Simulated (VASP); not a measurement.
Band structure of InSb (zinc blende). Level of theory: PW91 GGA, VASP's PBE PAW potentials (set 64) (plane waves; VASP 6.6.1).

Unless said otherwise, spin-orbit coupling is left out, though it shifts the bands of the heavy elements here.

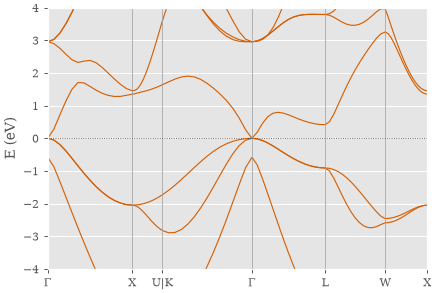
Bands along high-symmetry lines, zero at the valence-band maximum or, without a gap, the Fermi level

Read the plot: is there a gap, and where are the band edges?

It has no gap at this level: it comes out as a metal or semimetal. (Edges off the drawn lines would not show.)

The compound is InSb in the zinc blende structure. It was relaxed first, which changed the volume by +7 %.
